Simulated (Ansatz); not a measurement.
Al2Au, pressure series

Start from Al2Au (space group Fm-3m, No. 225).

```
CELL_PARAMETERS angstrom
      0.00000     3.00121     3.00121
      3.00121     0.00000     3.00121
      3.00121     3.00121     0.00000
ATOMIC_POSITIONS crystal
  Al 0.25000 0.25000 0.25000
  Al 0.75000 0.75000 0.75000
  Au 0.00000 0.00000 0.00000
```

Cell and atoms are relaxed at each pressure.

The values are results of Ansatz (a first-principles code), PBEsol, PAW, cutoff 420 eV, scalar-relativistic without spin-orbit coupling, not measurements.

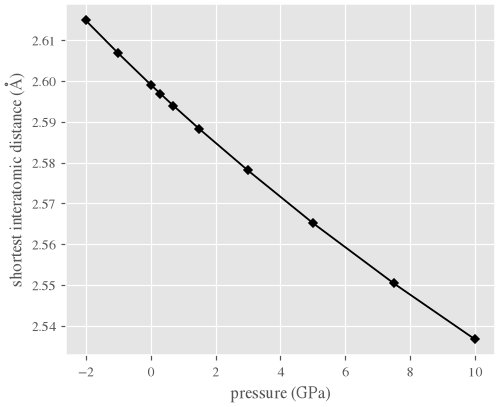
*Shortest interatomic distance against pressure*

```csv
pressure (GPa),shortest interatomic distance
-2,2.615 Å
-1,2.607 Å
0.3,2.597 Å
0.7,2.594 Å
1.5,2.588 Å
3,2.578 Å
5,2.565 Å
7.5,2.550 Å
10,2.537 Å
```

Load acts through the strain it causes; cell and atoms are relaxed under it. Whether these cells are dynamically stable was not tested. Competing high-pressure phases were not computed.
